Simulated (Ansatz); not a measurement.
**BLYP/def2-SVP (core potential) run of AlSbH3F (SMILES [F][AlH][SbH2])**

What is the vertical ionisation energy of AlSbH3F at BLYP/def2-SVP (core potential)? 

The results are computed with Ansatz 0.2.0.

60 further runs of the same task are left out: 60 set aside as unsound or not needed.

### Step 1. The molecule

AlSbH3F has 6 atoms, charge 0, and is taken as a singlet. SMILES: `[F][AlH][SbH2]`. The shape is that of a PBE0-D4/def2-TZVP optimisation. This is one conformer, not always the lowest.

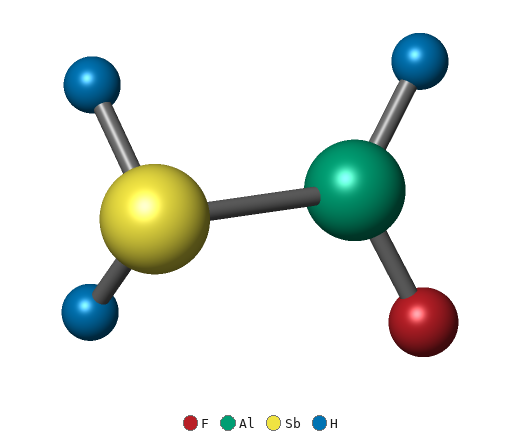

The structure, seen from a chosen angle (fluorine red, aluminium teal, antimony yellow, hydrogen blue).

### Step 2. The energy at BLYP/def2-SVP (core potential)

File molecule.yaml:

```yaml
crystal:
  periodic: [false, false, false]
  atoms:
    - {symbol: F, position_ang: [-1.114600, -1.632400, 1.262300]}
    - {symbol: Al, position_ang: [-0.336100, -1.039300, -0.069800]}
    - {symbol: Sb, position_ang: [1.279900, 1.003700, 0.334800]}
    - {symbol: H, position_ang: [-0.594800, -1.800700, -1.431700]}
    - {symbol: H, position_ang: [0.842100, 1.592000, -1.209900]}
    - {symbol: H, position_ang: [-0.034400, 1.812900, 1.068100]}
basis:
  gaussian:
    orbitals: def2-SVP
total_charge: 0
hamiltonian:
  xc: {name: BLYP}
accuracy: high
output: {orbitals: {seedname: orbitals}}
```

Command:

```console
$ ansatz run molecule.yaml --threads 1 --pin off --max-ram 3480MiB --events-out events.jsonl --progress --plain --runs-dir runs
```

Log:

```text
Warning: RAYON_NUM_THREADS=1 ignored (pool sized by the plan → 1); use --threads N
Functional definition: BLYP
  name "BLYP"
  parameter beta = 0.0042
  parameter a = 0.04918
  parameter b = 0.132
  parameter c = 0.2533
  parameter d = 0.349
  exchange = b88_x(beta = beta)
  correlation = lyp_c(a = a, b = b, c = c, d = d)
1642 factors; integrals over basis functions are off by at most 3.6e-9 eV
mean field evaluation 1: about -15892.7525 eV, gradient 4.0e1 eV
mean field evaluation 2: about -15872.0563 eV, gradient 1.2e2 eV
mean field evaluation 4: about -15895.8444 eV, gradient 4.4e0 eV
mean field evaluation 8: about -15895.9096 eV, gradient 9.2e-2 eV
mean field evaluation 16: about -15895.9096 eV, gradient 1.7e-5 eV
mean field -15895.90958657 eV, -584.1639026721 hartree, gradient 5.1e-8 eV, S^2 0.000000; 0 other end points of the search recorded, 0 dependent functions left out
reference -15895.90963963 eV, -584.1639046218 hartree; 24, 24 occupied and 49, 49 virtual orbitals, 1642 factors
Total energy: -15895.90963963 eV, -584.1639046218 hartree
```

It took 5.7 s on 1 thread of Arm Neoverse V1, shared host; peak memory 0.19 GiB.

### Step 3. The doublet cation, same level

File job.yaml:

```yaml
crystal:
  periodic: [false, false, false]
  atoms:
    - {symbol: F, position_ang: [-1.114600, -1.632400, 1.262300]}
    - {symbol: Al, position_ang: [-0.336100, -1.039300, -0.069800]}
    - {symbol: Sb, position_ang: [1.279900, 1.003700, 0.334800]}
    - {symbol: H, position_ang: [-0.594800, -1.800700, -1.431700]}
    - {symbol: H, position_ang: [0.842100, 1.592000, -1.209900]}
    - {symbol: H, position_ang: [-0.034400, 1.812900, 1.068100]}
basis:
  gaussian:
    orbitals: def2-SVP
total_charge: 1
magnetization:
  spin_polarized: true
  initial_magnetization: 1
hamiltonian:
  xc: {name: BLYP}
accuracy: high
output: {orbitals: {seedname: orbitals}}
```

Command:

```console
$ ansatz run job.yaml --threads 1 --pin off --max-ram 3480MiB --events-out events.jsonl --progress --plain --runs-dir runs
```

Log:

```text
Warning: RAYON_NUM_THREADS=1 ignored (pool sized by the plan → 1); use --threads N
Functional definition: BLYP
  name "BLYP"
  parameter beta = 0.0042
  parameter a = 0.04918
  parameter b = 0.132
  parameter c = 0.2533
  parameter d = 0.349
  exchange = b88_x(beta = beta)
  correlation = lyp_c(a = a, b = b, c = c, d = d)
1642 factors; integrals over basis functions are off by at most 3.6e-9 eV
mean field evaluation 1: about -15875.2437 eV, gradient 5.7e1 eV
mean field evaluation 2: about -15553.8795 eV, gradient 1.6e2 eV
mean field evaluation 4: about -15884.9355 eV, gradient 1.5e1 eV
mean field evaluation 8: about -15887.0267 eV, gradient 4.0e-1 eV
mean field evaluation 16: about -15887.0195 eV, gradient 3.5e-4 eV
mean field -15887.01950824 eV, -583.8371983192 hartree, gradient 8.6e-8 eV, S^2 0.753750; 0 other end points of the search recorded, 0 dependent functions left out
reference -15887.01956190 eV, -583.8372002913 hartree; 24, 23 occupied and 49, 50 virtual orbitals, 1642 factors
Total energy: -15887.01956190 eV, -583.8372002913 hartree
```

Run time: 9.9 s. Hardware: 1 thread of Arm Neoverse V1, shared host; peak memory 0.25 GiB.

### Step 4. Results

Level: BLYP/def2-SVP (core potential).

| quantity | value |
| --- | --- |
| singlet AlSbH3F: total energy | -584.16390 Eh |
| singlet AlSbH3F: HOMO energy | -5.94 eV |
| singlet AlSbH3F: LUMO energy | -1.94 eV |
| singlet AlSbH3F: HOMO–LUMO gap | 4.01 eV |
| doublet cation: total energy | -583.83720 Eh |
| doublet cation: HOMO energy (highest over α and β) | -12.65 eV |
| doublet cation: LUMO energy (lowest over α and β) | -11.83 eV |
| doublet cation: ⟨S²⟩ | 0.754 |
| vertical ionisation energy (to the doublet cation) | 8.890 eV |

**Reading.** Removing an electron at fixed nuclei costs 8.89 eV (858 kJ/mol). −ε(HOMO) before ionisation, 5.94 eV, is 2.95 eV below this ionisation energy.
